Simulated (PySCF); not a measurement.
# Frequency calculation, with input and output: PH$_{3}$O$_{3}$

- system: PH$_{3}$O$_{3}$ (phosphorous acid)
- method: HF/aug-cc-pVDZ, RHF, dispersion D3(0) (PySCF 2.14.0)

The geometry was optimised with HF/aug-cc-pVDZ symmetrised.

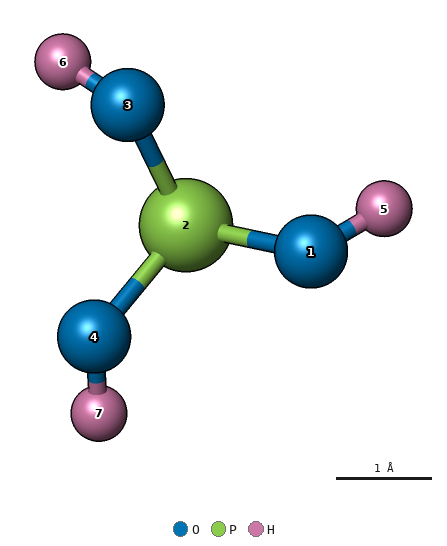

Fig. 1: The input geometry (ball-and-stick view, seen at a tilt; atoms are numbered from 1 in the order of the input). Bond lengths as drawn: H–O 0.94 Å and O–P 1.64 Å.

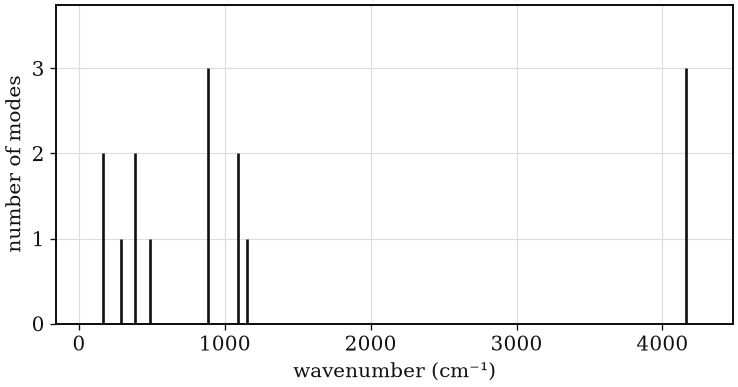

Fig. 2: Harmonic vibrational wavenumbers from the force constants; neighbouring modes closer than 18 cm⁻¹ are counted in one stick. 15 modes from 165 to 4166 cm⁻¹, none imaginary.

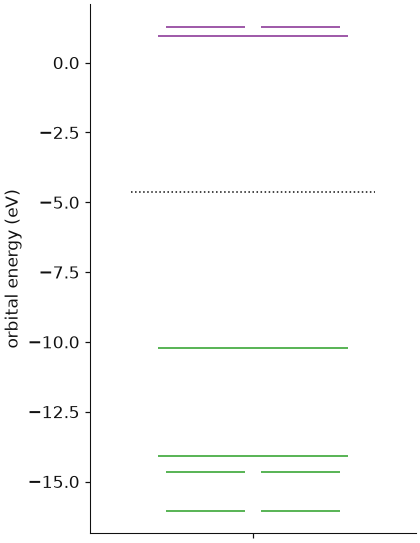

Fig. 3: Orbital energies near the frontier; the dotted line parts filled from empty levels, and levels within 0.02 eV of each other stand side by side. Highest filled −10.24 eV, lowest empty 0.94 eV, 11.18 eV apart.

The input and output of the run follow.

### Input (calc.py)
```python
import numpy
from pyscf import gto, scf, symm
from pyscf.hessian import thermo

molecule = gto.M(
    atom='''
O       -0.911404       1.144822      -0.000734
P       -0.304746      -0.379750      -0.035757
O        0.683634      -0.254691       1.268484
O        0.829849      -0.139869      -1.197106
H       -1.721302       1.204004       0.481617
H        1.012594      -1.091300       1.558261
H        0.516477      -0.352247      -2.062434
''',
    charge=0,
    spin=0,
    basis='aug-cc-pvdz',
    max_memory=1860,
    verbose=3,
)

mf = scf.RHF(molecule)
mf = mf.density_fit(auxbasis='def2-universal-jkfit')
mf.disp = 'd3zero'
mf.kernel()

energy = mf.e_tot
print('E = %.10f Eh' % energy)
hess = mf.Hessian().kernel()
modes = thermo.harmonic_analysis(molecule, hess)
print('frequencies (1/cm)', numpy.round(modes['freq_wavenumber'], 1))
symm.geom.TOLERANCE = 1e-3  # for the symmetry number
th = thermo.thermo(mf, modes['freq_au'], 1200, 101325)
thermo.dump_thermo(molecule, th)
```

Launch command:
```bash
OMP_NUM_THREADS=1 python calc.py
```

### The program's output
```
converged SCF energy = -567.172190964167
E = -567.1721909642 Eh

WARN: DFTD3 does not support analytical Hessian, using finite difference

WARN: Mole.unit (angstrom) is changed to Bohr

frequencies (1/cm) [ 164.8  164.9  287.5  386.2  386.2  487.3  876.8  886.8  886.8 1092.9
 1092.9 1150.  4163.3 4163.3 4165.9]
temperature 1200.0000 [K]
pressure 101325.00 [Pa]
Rotational constants [GHz] 7.40054 7.40054 4.51933
Symmetry number 3
Zero-point energy (ZPE) 0.04637 [Eh]   121754.125 [J/mol]
                           tot       elec      trans        rot        vib
Entropy [J/mol/K]       452.648      0.000    192.649    111.482    148.517
Cv [J/mol/K]            122.736      0.000     12.472     12.472     97.793
Cp [J/mol/K]            131.050      0.000     20.786     12.472     97.793
Internal energy [J/mol]                     14966.028  14966.028 203329.995
Internal energy [Eh]   -567.08335  -567.17219
Enthalpy [J/mol]                            24943.380  14966.028 203329.995
Enthalpy [Eh]          -567.07955
Gibbs free energy [J/mol]                  -206234.893 -118812.304  25109.027
Gibbs free energy [Eh] -567.28643
```

### Summary

- outcome: converged
- total energy: −567.172191 hartree
- dispersion energy: −0.002159 hartree
- basis functions: 123
- HOMO: −10.24 eV
- LUMO: 0.94 eV
- zero-point energy: 0.046374 hartree
- dipole moment: 2.53 D
- wavenumbers, lowest and highest: 165 and 4166 cm⁻¹
- hardware: 1 thread of Arm Neoverse V2, 24 GiB of memory available, shared host
- wall time: 70 s
- peak memory: 1.1 GiB
